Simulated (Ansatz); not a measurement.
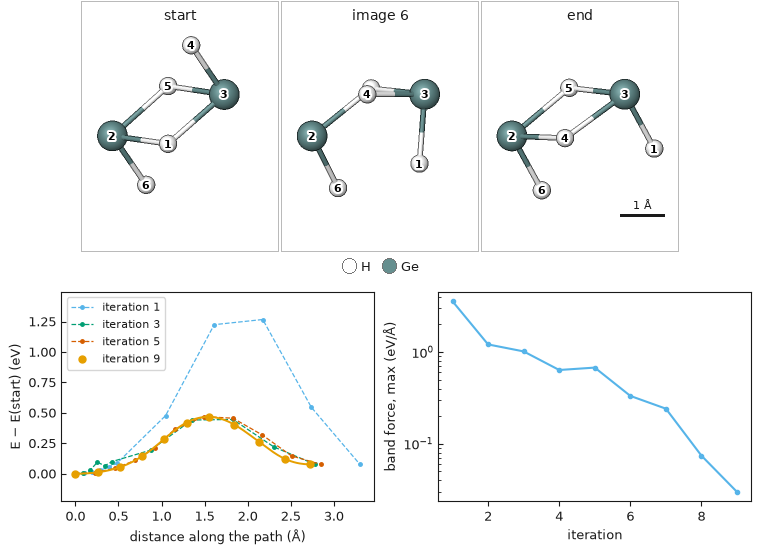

A search for the minimum-energy path of Ge2H4 by the nudged elastic band. Images are numbered from 0 (start) to 10 (end). The plot follows the band through its iterations. The picture is a ball-and-stick view, seen from a free direction.

Computed with UKS BLYP-D4/def2-SVPD in Ansatz 0.2.0. Set-up: 9 movable images; climbing image; force threshold 0.05 eV/Å; iteration limit 60; starting path through a guess of the saddle point.

**Did the band converge, and can the barrier be trusted?**

The result is final at these settings. The band converged in 9 iterations. The largest component of the band force went from 3.6 to 0.03 eV/Å. The climbing image converged on the top of the path. Its vibrational analysis gives one imaginary mode (523i cm⁻¹), as a transition state must have. The first iteration put the highest image at 1.27 eV. The energy climbs by 0.47 eV to image 6 and then falls by 0.39 eV, so the end point sits at +0.08 eV.
